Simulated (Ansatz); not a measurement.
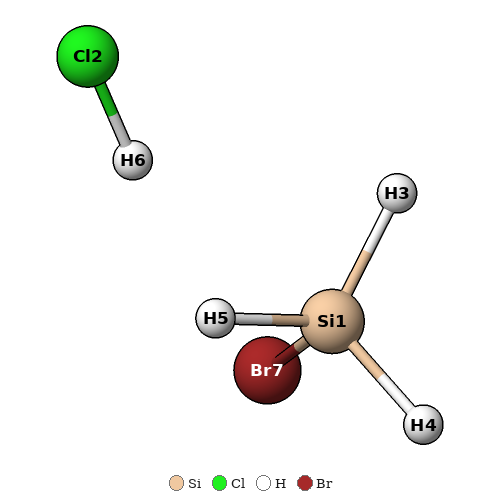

Harmonic vibrations computed with RKS PBE0-D4/def2-TZVP (Ansatz 0.2.0) at a stationary point of the same level.

### Is this a minimum or a saddle point?

A minimum: no imaginary frequency, and the lowest mode lies at 39 cm⁻¹.

### How many vibrational modes are there, and where do they lie?

15 modes: 39, 63, 76, 238, 307, 418, 620, 621, 916, 938, 942, 2255, 2273, 2279, 2866 cm⁻¹.
